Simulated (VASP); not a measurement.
Band structure of Ta₃ZrC₄ (ordered alloy cell). All values below come from PBEsol GGA, VASP's PBE PAW potentials (set 64) (plane waves; VASP).

Unless said otherwise, spin-orbit coupling is left out, though it shifts the bands of the heavy elements here.

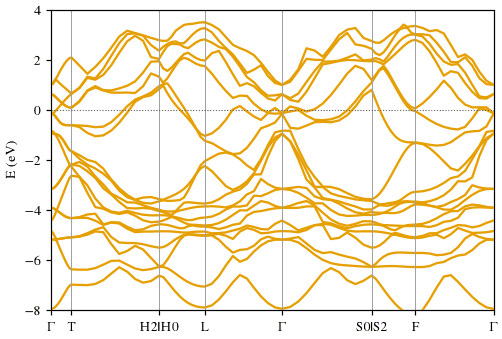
Figure. Bands along high-symmetry lines, zero at the valence-band maximum or, without a gap, the Fermi level

Question: Read the plot: is there a gap, and where are the band edges?

Answer: It has no gap at this level: it comes out as a metal or semimetal. (Edges off the drawn lines would not show.)

The structure was generated: Ta3ZrC4 was put into an ordered model structure (R-3m), which need not be its known phase. It was relaxed first. The electron count is odd and the run is not spin-polarised, which forces a metal.
